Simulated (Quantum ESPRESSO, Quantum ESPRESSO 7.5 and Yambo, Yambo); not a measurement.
# Beyond one shot: ZnWO4 (P2/c)

Aim: iterate the self-energy on ZnWO4 (P2/c) and follow the gap from cycle to cycle.

Program: Quantum ESPRESSO 7.5 and Yambo 5.3.0. Level of theory: LDA and many-body steps on it, plane waves. Results are calculated unless marked as measured.

**Experimental background.**

- Gap 3.9 eV: direct gap from absorption edge with Urbach fit (lower value of the range); optical absorption; 300 K; bulk crystal (thin cleaved platelet of Czochralski crystal, 10-30 um thick) (“Optical absorption of divalent metal tungstates: Correlation between the band-gap energy and the cation ionic radius”, 2008, arxiv:0807.2115).

### Step 1. Set-up

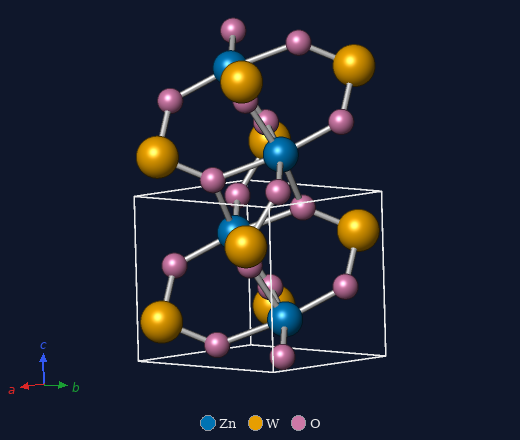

The starting structure, seen from a free direction (zinc blue, tungsten orange, oxygen pink). 1×1×2 cells are drawn. Some periodic images of atoms are drawn too.

Geometry: measured (diffraction); atoms relaxed with LDA. The runs that relaxed it are not among those shown. Spin-orbit coupling is left out unless a step names it.

### Step 2. Empty states on the mesh, 4×2×4 mesh, 198 bands

This step: Quantum ESPRESSO 7.5; DFT, LDA, plane waves, norm-conserving pseudopotentials.

The sums over transitions need many empty states on a uniform mesh; this step solves for them.

pw.in reads:

```
&control
  calculation = 'nscf'
  prefix = 'x'
  outdir = 'o'
  pseudo_dir = 'pseudo'
/
&system
  ibrav = 0
  nat = 12
  ntyp = 3
  ecutwfc = 72.0
  nbnd = 198
  force_symmorphic = .true.
/
&electrons
  conv_thr = 1e-9
  electron_maxstep = 80
  diago_full_acc = .true.
  diago_thr_init = 5e-6
/
ATOMIC_SPECIES
  Zn 65.38 Zn.upf
  W 183.84 W.upf
  O 15.999 O.upf
CELL_PARAMETERS angstrom
  4.6986000000 -0.0000000000 0.0000000000
  -0.0000000000 5.7293000000 -0.0000000000
  -0.0529884090 -0.0000000000 4.9364156144
ATOMIC_POSITIONS crystal
  Zn 0.5000000000 0.6783662714 0.2500000000
  Zn 0.5000000000 0.3216337286 0.7500000000
  W 0.0000000000 0.1797176915 0.2500000000
  W 0.0000000000 0.8202823085 0.7500000000
  O 0.2127134037 0.1077526921 0.9345085621
  O 0.7872865928 0.1077526921 0.5654914111
  O 0.7872865928 0.8922473079 0.0654914111
  O 0.2127134037 0.8922473079 0.4345085621
  O 0.2578447892 0.3714211883 0.4017484683
  O 0.7421552072 0.3714211883 0.0982515050
  O 0.7421552072 0.6285788117 0.5982515050
  O 0.2578447892 0.6285788117 0.9017484683
K_POINTS automatic
  4 2 4 0 0 0
```

Command:

```
$ OMP_NUM_THREADS=1 mpirun -n 8 pw.x -nk 4 -in pw.in > pw.out
```

What it wrote:

```text
Program PWSCF v.7.5 starts

     This program is part of the open-source Quantum ESPRESSO suite
     for quantum simulation of materials; please cite
         "P. Giannozzi et al., J. Phys.:Condens. Matter 21 395502 (2009);
         "P. Giannozzi et al., J. Phys.:Condens. Matter 29 465901 (2017);
         "P. Giannozzi et al., J. Chem. Phys. 152 154105 (2020);
     in publications or presentations arising from this work. More details at

     Atomic positions and unit cell read from directory:
     o/x.save/

     Message from routine setup:
[...]
20.4507  20.4507  21.5078  21.5078  21.8200  21.8200  23.7725  23.7725
     [... 13 further rows ...]
    59.7552  59.7552  60.5268  60.5268  61.2270  61.2270  61.6663  61.6663
    62.1888  62.1888  63.2169  63.2169  63.7703  63.7705

          k = 0.0000-0.4101 0.0000 (  9254 PWs)   bands (ev):

     [... further k-points ...]

     highest occupied, lowest unoccupied level (ev):     9.0547   11.9868

     XML data file, pseudopotentials, collected wavefunctions

=------------------------------------------------------------------------------=
   JOB DONE.
=------------------------------------------------------------------------------=
```

Wall time 58 s (8 MPI ranks of Arm Neoverse V2, shared host); peak memory 1.1 GiB.

Numbers from this step:

| Property | Result |
| --- | --- |
| gap | 2.932 eV |
| k of the valence top | 0.25, 0, -0.25 |
| k of the conduction bottom | 0, -0.5, 0 |
| least direct gap | 2.942 eV |
| k points computed | 20 |
| lowest point of the top converged band, above the valence top | 53.6272 eV |

On this mesh the gap is 2.932 eV.

The density comes from a self-consistent run that is not shown.

### Step 3. Conversion and set-up

This step: Yambo 5.3.0; conversion and set-up on LDA, plane waves, norm-conserving pseudopotentials.

The states are converted to the many-body program's format and the q mesh is built.

Command:

```
$ (cd o/x.save; p2y > p2y.log; mv SAVE ../..); yambo > setup.log
```

What it wrote:

```text
 Yambo, version 5.3.0

 [02] CORE Variables Setup
 =========================

  [02.01] Unit cells
  ==================

  Cell kind             :  Unknown
  Atoms in the cell     :  Zn  W  O
  number of Zn atoms    :  2
  number of W  atoms    :  2
  number of O  atoms    :   8

  List of atomic masses
  Mass of Zn    :  65.38000
  Mass of W     :  183.8400
  Mass of O     :  15.99900

  List of atomic coordinates    : [cc]
  Zn1       :  4.414500  7.344541  2.332118  order 1
  Zn2       :  4.364433  3.482267  6.996355  order 2
[...]
rlu = crystal or reduced units; cc = cartesian coordinates; iku = interal k-units

 Q [ 1]         [rlu]:  0.000000  0.000000  0.000000
 Q [ 2]         [rlu]: -0.13368E-19   0.0000      0.25000
 Q [ 3]         [rlu]:  0.26737E-19   0.0000     -0.50000
[...]
Q [ 8]         [rlu]:  0.250000  0.000000  0.250000
 Q [ 9]         [rlu]:  0.250000  0.000000 -0.500000
 Q [10]         [rlu]:  0.250000  0.000000 -0.250000
     [... 8 further rows ...]
 Q [19]         [rlu]: -0.500000 -0.500000  0.250000
 Q [20]         [rlu]:  0.500000  0.500000 -0.500000

  [03.01] X indexes
  =================

   [03.01.01] Sigma indexes
   ========================

 [06] Game Over & Game summary
```

Run time: 3.9 s. Hardware: 1 MPI rank; peak memory 0.26 GiB.

### Step 4. G0W0

Now the one-shot GW correction: screening in the RPA, then the self-energy of the levels asked for.

This step: G0W0 on LDA, plane waves, norm-conserving pseudopotentials.

gw1.in reads:

```
HF_and_locXC
gw0
dyson
ppa
em1d
rim_cut
RandQpts= 1000000
RandGvec= 1 RL
EXXRLvcs= 72 Ry
VXCRLvcs= 288 Ry
Chimod= "HARTREE"
% BndsRnXp
 1 | 198 |
%
NGsBlkXp= 7 Ry
% LongDrXp
 1 | 1 | 1 |
%
% GbndRnge
 1 | 198 |
%
DysSolver= "n"
ExtendOut
PPAPntXp= 27.21138 eV
% QPkrange
 10 | 10 | 57 | 60 |
 4 | 4 | 57 | 60 |
 1 | 1 | 57 | 60 |
%
```

Command:

```
$ OMP_NUM_THREADS=2 mpirun -n 4 yambo -F gw1.in -J gw1 -C gw1 > gw1.log
```

What it wrote:

```text
 Yambo, version 5.3.0

 [02] CORE Variables Setup
 =========================

  [... cell, symmetries and grids as in the set-up ...]

  [02.05] Energies & Occupations
  ==============================

  [X] === General ===
  [X] Electronic Temperature                        :  0.000000  0.000000 [eV K]
  [X] Bosonic    Temperature                        :  0.000000  0.000000 [eV K]
  [X] Finite Temperature mode                       : no
  [X] El. density                                   :  0.87292E+24 [cm-3]
  [X] Fermi Level                                   :  9.054689 [eV]

  [X] === Gaps and Widths ===
  [X] Conduction Band Min                           :  2.932110 [eV]
  [X] Valence Band Max                              :  0.000000 [eV]
  [X] Filled Bands                                  :   58
  [X] Empty Bands                                   :   59  198
  [X] Direct Gap                                    :  2.941652 [eV]
  [X] Direct Gap localized at k                     :   4
  [X] Indirect Gap                                  :  2.932110 [eV]
  [X] Indirect Gap between kpts                     :  10   4
  [X] Last valence band width                       :  0.295616 [eV]
  [X] 1st conduction band width                     :  0.789546 [eV]

 [03] Transferred momenta grid and indexing
 ==========================================

 IBZ Q-points                                      :  20
 BZ  Q-points                                      :   32

 K/Q-points units:
 rlu = crystal or reduced units; cc = cartesian coordinates; iku = interal k-units

 Q [ 1]         [rlu]:  0.000000  0.000000  0.000000
 Q [ 2]         [rlu]: -0.13368E-19   0.0000      0.25000
 Q [ 3]         [rlu]:  0.26737E-19   0.0000     -0.50000
 Q [ 4]         [rlu]:  0.000000 -0.500000  0.000000
 Q [ 5]         [rlu]: -0.13368E-19 -0.50000      0.25000
 Q [ 6]         [rlu]:  0.26737E-19 -0.50000     -0.50000
 Q [ 7]         [rlu]:  0.25000       0.0000     -0.76456E-18
 Q [ 8]         [rlu]:  0.250000  0.000000  0.250000
 Q [ 9]         [rlu]:  0.250000  0.000000 -0.500000
 Q [10]         [rlu]:  0.250000  0.000000 -0.250000
     [... 8 further rows ...]
 Q [19]         [rlu]: -0.500000 -0.500000  0.250000
 Q [20]         [rlu]:  0.500000  0.500000 -0.500000

 [04] Coloumb potential Random Integration (RIM)
 ===============================================

  [04.01] RIM initialization
  ==========================

  * Diagonal components only detected *

  8 x (sBL volume)        :  0.069151 [a.u.]
  sBZ random points       :  1000000
  Points outside the sBZ  :   7991605
  RL volume               :  0.276606 [a.u.]
  Integrated volume       :  0.276896 [a.u.]

  [04.02] RIM integrals
  =====================

  Gamma point sphere radius             :  0.074453 [a.u.]
  Points outside the sphere             :   799802
  [Int_sBZ(q=0) 1/q^2]*(Vol_sBZ)^(-1/3) =:  7.448448
                                 should be <:  7.795600

  Summary of Coulomb integrals for non-metallic bands |Q|[au] RIM/Bare

  Q [1] 0.100000E-4 0.955468 * Q [2] 0.168387 0.898496
  Q [7] 0.176920 0.930733 * Q [10] 0.242931 0.973558
  Q [8] 0.245550 0.970092 * Q [4] 0.290168 1.207074
  Q [5] 0.335487 1.109355 * Q [3] 0.336775 0.977072
  Q [11] 0.339850 1.108284 * Q [15] 0.353841 0.985783
  Q [14] 0.378435 1.067488 * Q [9] 0.378733 0.985960
  Q [12] 0.380121 1.064080 * Q [16] 0.390229 0.989313
  Q [6] 0.444539 1.029682 * Q [18] 0.457603 1.028487
  Q [13] 0.477112 1.022369 * Q [17] 0.485862 0.993541
  Q [19] 0.486288 1.021413 * Q [20] 0.565915 1.010713

 [05] Dipoles
 ============

  [05.01] Setup: observables and procedures
  =========================================

  [WARNING] [x,Vnl] slows the Dipoles computation. To neglect it rename the ns.kb_pp file

 [06] Dynamic Dielectric Matrix (PPA)
 ====================================

 [WR./gw1//ndb.pp]---------------------------------------------------------------
  Brillouin Zone Q/K grids (IBZ/BZ)                :   20   32   20   32
  RL vectors                                       :  11185 [WF]
  Coulomb cutoff potential                         : none
  Electronic Temperature                           :  0.000000 [K]
  Bosonic    Temperature                           :  0.000000 [K]
  PPA    diel. fun.  energies                      : Slater exchange(X)+Perdew & Wang(C)
  wavefunctions                                    : Slater exchange(X)+Perdew & Wang(C)
  Global Gauge                                     : length
  X matrix size                                    :  281
  X band range                                     :    1  198
  X e/h energy range                               : -1.000000 -1.000000 [eV]
  X Time ordering                                  : R
  X Hxc Kernel                                     : HARTREE
  X Drude frequency                                :  0.000000  0.000000
  X poles                                          :  100.0000 [o/o]
  RL vectors in the sum                            :  11185
  [r,Vnl] included                                 : yes
  Field direction                                  :  0.577350E-5  0.577350E-5  0.577350E-5
  BZ energy Double Grid                            : no
  BZ energy DbGd points                            : 0
  BZ Q point size factor                           : -1.000000
  X Optical Averaged directions                    : none

 [07] Local Exchange-Correlation + Non-Local Fock
 ================================================

 [VXC] Plane waves :   73983
 [EXS] Plane waves :   9243

 QP @ state[ 1 ] K range:  1  1
 QP @ state[ 1 ] b range:   57   60
 QP @ state[ 2 ] K range:   4   4
 QP @ state[ 2 ] b range:   57   60
 QP @ state[ 3 ] K range:  10  10
 QP @ state[ 3 ] b range:   57   60

 [xc] Functional : Slater exchange(X)+Perdew & Wang(C)
 [xc] LIBXC used to calculate xc functional
  PP Number of Atomic Species                      :  3
  NLCC RL compoments                               :   73983
  PP Number of Atomic Species                      :  3
  NLCC RL compoments                               :   73983

 [xc] E_xc :  -79.59573 [Ha]
      E_xc :  -159.1915 [Ry]

  Local XC kind (lXC) : Slater exchange(X)+Perdew & Wang(C)
  Non-Local XC kind (nlXC) : Hartree-Fock

  Corrections @ K [1] :  [eV]
 <57|nlXC|57> = -25.20542 -0.44409E-17 <57|lXC|57> = -20.25071  0.000000
 <58|nlXC|58> = -25.01782 -0.50853E-17 <58|lXC|58> = -19.89512  0.75527E-15
 <59|nlXC|59> = -12.65719  0.13361E-17 <59|lXC|59> = -17.84532  0.37763E-15
 <60|nlXC|60> = -12.95015  0.88782E-18 <60|lXC|60> = -18.56894  0.000000

  Corrections @ K [4] :  [eV]
 <57|nlXC|57> = -24.63036 -0.60986E-17 <57|lXC|57> = -19.58210 -0.61956E-16
 <58|nlXC|58> = -26.99988 -0.17249E-16 <58|lXC|58> = -21.86898 -0.28323E-15
[...]
Corrections @ K [10] :  [eV]
[...]
<58|nlXC|58> = -26.16563  0.90814E-17 <58|lXC|58> = -21.10993  0.000000
 <59|nlXC|59> = -12.16571  0.62647E-18 <59|lXC|59> = -17.77104  0.37763E-15
 <60|nlXC|60> = -12.16017  0.18454E-17 <60|lXC|60> = -17.58747 -0.18882E-15

 [08] Dyson equation: Newton solver
 ==================================

  [08.01] G0W0 (W PPA)
  ====================

  [  GW  ] Bands range     :    1  198
  [GW/PPA] G damping       :  0.100000 [eV]

  QP @ state[ 1 ] K range:  1  1
  QP @ state[ 1 ] b range:   57   60
  QP @ state[ 2 ] K range:   4   4
  QP @ state[ 2 ] b range:   57   60
  QP @ state[ 3 ] K range:  10  10
  QP @ state[ 3 ] b range:   57   60

   Sc/G bands                                       :    1  198
   Sc/G damping                                     :  0.100000 ev
   Sc bands terminator                              : no
   Sx RL components                                 :   9243

   QP @ state[ 1 ] K range                          :  1  1
   QP @ state[ 1 ] b range                          :   57   60
   QP @ state[ 2 ] K range                          :   4   4
   QP @ state[ 2 ] b range                          :   57   60
   QP @ state[ 3 ] K range                          :  10  10
   QP @ state[ 3 ] b range                          :   57   60
   GF energies kind                                 : Slater exchange(X)+Perdew & Wang(C)
   GF WF`s kind                                     : Slater exchange(X)+Perdew & Wang(C)
   Xs energies kind                                 : Slater exchange(X)+Perdew & Wang(C)
   Xs WF`s kind                                     : Slater exchange(X)+Perdew & Wang(C)

 [11] Game Over & Game summary
```

Run time: 5.5 min. Hardware: 4 MPI ranks; peak memory 7.3 GiB.

Numbers from this step:

| Item | Value |
| --- | --- |
| G0W0 gap on the points computed | 4.752 eV |
| starting gap on the mesh | 2.932 eV |
| k of the valence top | 0.25, 0, -0.25 |
| k of the conduction bottom | 0, -0.5, 0 |
| least direct G0W0 gap on the computed points | 4.794 eV |
| Z at the valence top | 0.7801 |
| Z at the conduction bottom | 0.8208 |

The gap on the mesh goes from 2.93 eV to 4.75 eV, a correction of +1.82 eV.

### Step 5. evGW0, cycle 1

This step: evGW0 on LDA, plane waves, norm-conserving pseudopotentials.

gw3.in, as its differences from gw1.in of step 4:

```diff
@@ -25,5 +25,4 @@
 % QPkrange
- 10 | 10 | 57 | 60 |
- 4 | 4 | 57 | 60 |
- 1 | 1 | 57 | 60 |
+ 1 | 20 | 56 | 61 |
 %
+GfnQPdb= "E < ./gw2/ndb.QP"
```

Command:

```
$ OMP_NUM_THREADS=2 mpirun -n 4 yambo -F gw3.in -J gw3,gw1_W -C gw3 > gw3.log
```

What it wrote:

```text
 Yambo, version 5.3.0

 [02] CORE Variables Setup
 =========================

  [... cell, symmetries and grids as in the set-up ...]

  [02.05] Energies & Occupations
  ==============================

  [X] === General ===
  [X] Electronic Temperature                        :  0.000000  0.000000 [eV K]
  [X] Bosonic    Temperature                        :  0.000000  0.000000 [eV K]
  [X] Finite Temperature mode                       : no
  [X] El. density                                   :  0.87292E+24 [cm-3]
  [X] Fermi Level                                   :  9.054689 [eV]

  [X] === Gaps and Widths ===
  [X] Conduction Band Min                           :  2.932110 [eV]
  [X] Valence Band Max                              :  0.000000 [eV]
  [X] Filled Bands                                  :   58
  [X] Empty Bands                                   :   59  198
  [X] Direct Gap                                    :  2.941652 [eV]
  [X] Direct Gap localized at k                     :   4
  [X] Indirect Gap                                  :  2.932110 [eV]
  [X] Indirect Gap between kpts                     :  10   4
  [X] Last valence band width                       :  0.295616 [eV]
  [X] 1st conduction band width                     :  0.789546 [eV]

 [03] Transferred momenta grid and indexing
 ==========================================

 IBZ Q-points                                      :  20
 BZ  Q-points                                      :   32

 K/Q-points units:
 rlu = crystal or reduced units; cc = cartesian coordinates; iku = interal k-units

 Q [ 1]         [rlu]:  0.000000  0.000000  0.000000
 Q [ 2]         [rlu]: -0.13368E-19   0.0000      0.25000
 Q [ 3]         [rlu]:  0.26737E-19   0.0000     -0.50000
[...]
[G+QP] Indirect Gap between kpts                  :  10   4
  [G+QP] Last valence band width                    :  0.376644 [eV]
  [G+QP] 1st conduction band width                  :  0.826589 [eV]

  [coarse-grid] Minimum Bare Gap        [ev]:  2.932110
  [coarse-grid] Minimum Gap Correction  [ev]:  1.820011

  Eqp @ K [ 1]
  -130.2302 -130.2301  -81.9103  -81.9096  -81.9012  -81.9001  -81.8937  -81.8935
  -78.95994 -78.95118 -41.03923 -40.98956 -40.96690 -40.89569 -40.88529 -40.84261
  -19.24755 -17.83723 -17.62789 -17.46047 -17.41723 -17.40068 -17.02794 -16.84668
[...]
[... 3 further rows ...]
[...]
Eqp @ K [ 2]
[...]
[... 3 further rows ...]
[...]
Eqp @ K [ 3]
[...]
Eqp @ K [ 8]
[...]
[... 3 further rows ...]
[...]
Eqp @ K [ 9]
[...]
[... 157 further rows ...]
   29.67911  29.67912  30.64195  30.64195  31.49580  31.49581  32.80514  32.80514
   33.70797  33.70797  34.34380  34.34381  35.14083  35.14083  36.20722  36.20722

 [07] Dipoles
 ============

  [07.01] Setup: observables and procedures
  =========================================

 [08] Dynamic Dielectric Matrix (PPA)
 ====================================

   Sc/G bands                                       :    1  198
   Sc/G damping                                     :  0.100000 ev
   Sc bands terminator                              : no
   Sx RL components                                 :   9243

   QP @ state[ 1 ] K range                          :   1  20
   QP @ state[ 1 ] b range                          :   56   61
   GF energies kind                                 : Slater exchange(X)+Perdew & Wang(C)+ E < ./gw2/ndb.QP + @E Fit
   GF WF`s kind                                     : Slater exchange(X)+Perdew & Wang(C)
   Xs energies kind                                 : Slater exchange(X)+Perdew & Wang(C)
   Xs WF`s kind                                     : Slater exchange(X)+Perdew & Wang(C)

 [13] Game Over & Game summary
```

Run time: 5.4 min. Hardware: 4 MPI ranks; peak memory 7.4 GiB; 42 min of CPU time.

Numbers from this step:

```
quasiparticle gap on the mesh                         : 5.003 eV
gap of the density functional on the mesh             : 2.932 eV
k of the valence top                                  : 0.25, 0, -0.25
k of the conduction bottom                            : 0, -0.5, 0
least direct quasiparticle gap on the computed points : 5.050 eV
Z at the valence top                                  : 0.7849
Z at the conduction bottom                            : 0.8375
```

Against G0W0 in Yambo (4×2×4 mesh, 198 bands, screening to 95.2 eV, Godby-Needs plasmon pole), the gap moves by +0.251 eV.

The program's own table gives 5.299 eV, which is too large where the input levels are shifted: this version takes Σc at the unshifted level E₀, yet steps from the shifted one. The value above is the Newton step from E₀, E₀ + Z(Σc + Σx − Vxc), rebuilt from the printed columns.

(Part 1 of 2 ends here.)

[Paths, hosts, dates, memory and timing lines, banners, echoed tables and standing remarks are left out of the program output.]

[Logs are printed without paths, hosts, clocks, repeated set-up lines and the standing remarks that a program may print on its own settings, such as how far it seeks lower states.]

[Runs of the session that timed out or met a known fault of the program may be left out.]

[Hosts, paths, dates, database ids (printed as entryN), source tags and the programs' standing remarks are cut or masked in the printed files.]
